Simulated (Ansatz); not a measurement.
Take MgS in the rock salt structure (space group Fm-3m, No. 225; a = 5.182 Å) as the base.

The change: every lattice vector is shortened by 2.00 %, atoms relaxed at fixed cell.

Level of theory: DFT with PBEsol, PAW potentials and a 420 eV plane-wave cutoff in Ansatz (an electronic-structure program), no SOC.

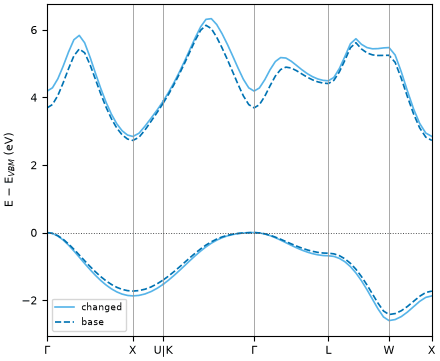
Figure: Highest valence and lowest conduction band along the path, each from its own valence-band maximum

Task: From the figure, how large is the changed gap, and is it direct?

Result: About 2.8 eV, indirect, Γ → X.

The cells carry an imposed strain or load. Stability against distortions was not tested.
